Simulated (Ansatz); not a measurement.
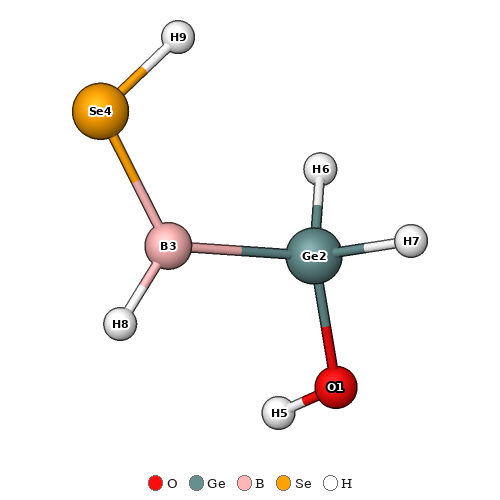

The system is BGeH5OSe, SMILES [OH][GeH2][BH][SeH]; the picture shows the reference structure. Coordinates scanned: (1) dihedral Ge2–B3–Se4–H9; (2) dihedral O1–Ge2–B3–Se4. Nothing is relaxed (all other coordinates rigid). The grid has 12 × 12 points. Points are written as (first, second). Energies: kJ/mol, counted from the lowest grid point. The calculation used RKS BHLYP-D4/def2-SVP (Ansatz 0.2.0).

Its coordinates:

```xyz
9

O     0.2819    0.3977   -2.2544
Ge    0.4397    0.5877   -0.4913
B    -0.2226   -1.0710    0.5400
Se   -0.6658   -1.0310    2.3863
H    -0.5941    0.1672   -2.5531
H    -0.3136    1.8548   -0.0427
H     1.9411    0.8045   -0.2857
H    -0.3316   -2.1509    0.0396
H    -0.4464    0.3947    2.6442
```

Range: dihedral Ge2–B3–Se4–H9 from −180 to 150°; dihedral O1–Ge2–B3–Se4 from −180 to 150°.

### What landscape does the calculation give?

The lowest grid point is at (0°, 0°). There are further wells near (0°, 150°) (5 kJ/mol above the lowest at that grid point); (−180°, 0°) (7 kJ/mol above the lowest at that grid point); (−180°, 150°) (11 kJ/mol above the lowest at that grid point). The highest grid point, (−90°, 90°), lies 117 kJ/mol above the lowest. On the interpolated surface the easiest way out of the lowest well to the well at about (0°, 140°) passes a barrier of about 9.7 kJ/mol, counted from the interpolated bottom of the well. Round the minimum the valley is somewhat tilted: raising dihedral Ge2–B3–Se4–H9 shifts the best value of dihedral O1–Ge2–B3–Se4 downwards (coupling k₁₂/√(k₁₁k₂₂) about 0.2).

| dihedral O1–Ge2–B3–Se4 ↓, dihedral Ge2–B3–Se4–H9 → | −180 | −150 | −120 | −90 | −60 | −30 | 0 | 30 | 60 | 90 | 120 | 150 |
| --- | --- | --- | --- | --- | --- | --- | --- | --- | --- | --- | --- | --- |
| 150 | 11 | 29 | 75 | 107 | 74 | 25 | 5 | 25 | 73 | 107 | 75 | 29 |
| 120 | 11 | 30 | 78 | 113 | 78 | 27 | 6 | 26 | 76 | 112 | 79 | 30 |
| 90 | 14 | 32 | 80 | 117 | 82 | 31 | 9 | 27 | 78 | 116 | 83 | 35 |
| 60 | 15 | 33 | 80 | 116 | 81 | 29 | 9 | 28 | 78 | 115 | 83 | 34 |
| 30 | 10 | 28 | 76 | 112 | 77 | 24 | 2 | 23 | 74 | 111 | 79 | 30 |
| 0 | 7 | 24 | 70 | 107 | 76 | 25 | 0 | 18 | 68 | 105 | 76 | 28 |
| −30 | 10 | 26 | 70 | 105 | 76 | 28 | 6 | 21 | 68 | 103 | 74 | 29 |
| −60 | 13 | 31 | 77 | 110 | 77 | 29 | 10 | 28 | 76 | 109 | 77 | 31 |
| −90 | 14 | 33 | 81 | 115 | 81 | 30 | 10 | 30 | 80 | 116 | 81 | 33 |
| −120 | 12 | 30 | 78 | 116 | 82 | 30 | 8 | 27 | 77 | 116 | 84 | 34 |
| −150 | 12 | 27 | 73 | 110 | 80 | 30 | 6 | 23 | 72 | 110 | 82 | 33 |
| −180 | 12 | 28 | 72 | 106 | 76 | 27 | 6 | 23 | 71 | 106 | 77 | 31 |

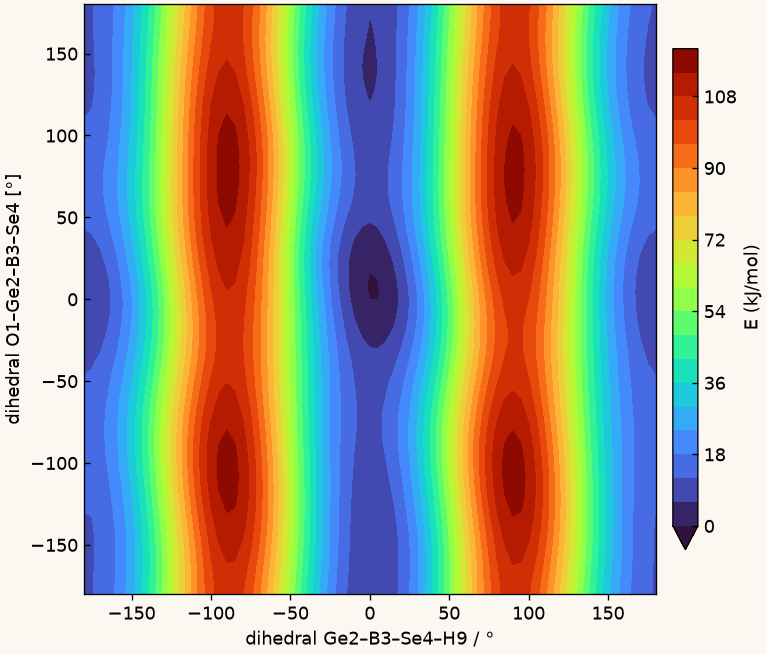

The picture shows filled contours. Between grid points the surface is interpolated.

Each point was launched as `ansatz run input.yaml --threads 1 --pin off --max-ram 2560MiB --backend cpu --events-out ev --progress --plain --runs-dir out`. Time for the 144 points that were run: 37 min on 1 thread of Arm Neoverse N1, with other jobs on the host.
